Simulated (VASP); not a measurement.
Band structure of TiAl3 (sg139). Computed with PBE GGA, VASP's PBE PAW potentials (set 64) (plane waves; VASP 6.6.1).

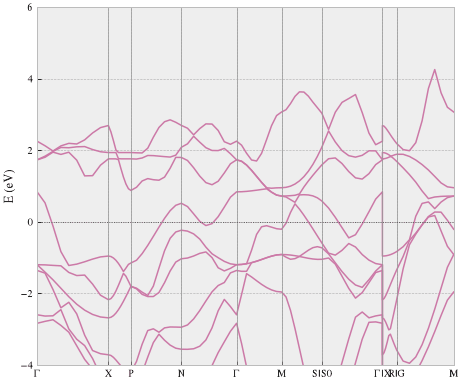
Bands along high-symmetry lines, zero at the valence-band maximum or, without a gap, the Fermi level

Problem. Read the plot: is there a gap, and where are the band edges?

Solution. It has no gap at this level: it comes out as a metal or semimetal. (Edges off the drawn lines would not show.)

The compound is TiAl3 in the sg139 structure. It was relaxed first. The electron count is odd and the run is not spin-polarised, which forces a metal.
